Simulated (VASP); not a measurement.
Band structure of GaAs (relaxed from the zinc blende structure, space group F-43m). Computed with PBEsol GGA, VASP's PBE PAW potentials (set 64) (plane waves; VASP).

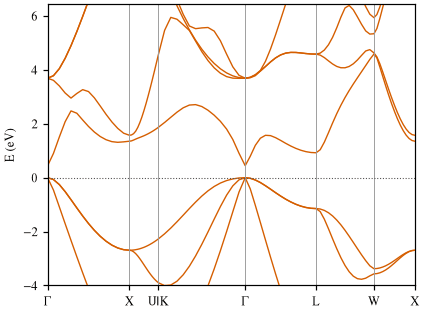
Fig. 1. Bands along high-symmetry lines, zero at the valence-band maximum or, without a gap, the Fermi level

Task: Read the plot: is there a gap, and where are the band edges?

Result: The gap is direct, 0.44 eV, from the valence maximum at Γ to the conduction minimum at Γ. (Edges off the drawn lines would not show.)

The structure was generated: GaAs was put into the zinc blende type (F-43m), which need not be its known phase. It was relaxed first.
